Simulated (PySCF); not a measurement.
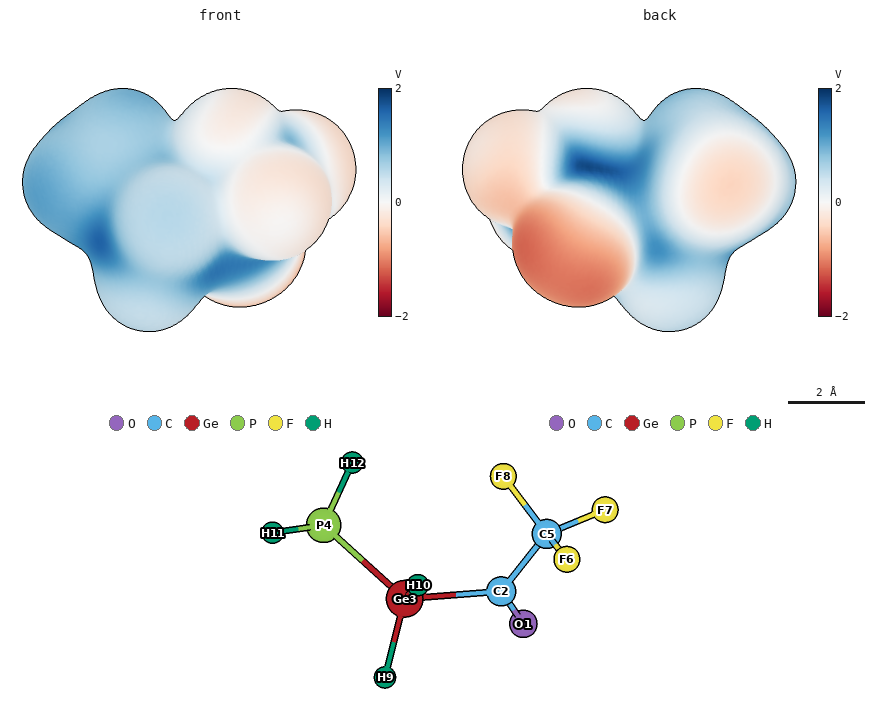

Figure 1: C2H4F3GeOP (SMILES O=[C]([GeH2][PH2])C(F)(F)F). The electrostatic potential painted on the density surface at 0.002 e/bohr³, seen from the front and from behind; the colour scale runs from red (negative) to blue (positive). The bare structure is drawn below in the same view.

Geometry: GFN2-xTB.

Theory: PBE0/def2-SVPD, SCF density, gas phase (PySCF 2.14.0).

```yaml
atoms:
  - { symbol: O, position_ang: [-1.1307, -2.0082, 0.7433] }
  - { symbol: C, position_ang: [-0.8616, -0.9262, 0.3105] }
  - { symbol: Ge, position_ang: [0.6344, -0.4209, -0.8958] }
  - { symbol: P, position_ang: [2.5349, -0.0490, 0.3553] }
  - { symbol: C, position_ang: [-1.6723, 0.3248, 0.6738] }
  - { symbol: F, position_ang: [-2.3750, 0.7253, -0.3964] }
  - { symbol: F, position_ang: [-2.4994, 0.2324, 1.7056] }
  - { symbol: F, position_ang: [-0.7949, 1.3223, 0.9368] }
  - { symbol: H, position_ang: [0.7965, -1.6204, -1.7918] }
  - { symbol: H, position_ang: [0.1044, 0.7080, -1.7485] }
  - { symbol: H, position_ang: [3.1898, 0.5280, -0.7312] }
  - { symbol: H, position_ang: [2.0751, 1.1834, 0.8125] }
```

> Where is the surface potential most negative and most positive?

The most negative region (about −1.1 V) lies over O1, the most positive (about +1.7 V) over the π face of C2 and C5. O1 is the likeliest acceptor of a hydrogen bond.

> What dipole moment does the calculation give?

Its dipole moment is 2.71 D.
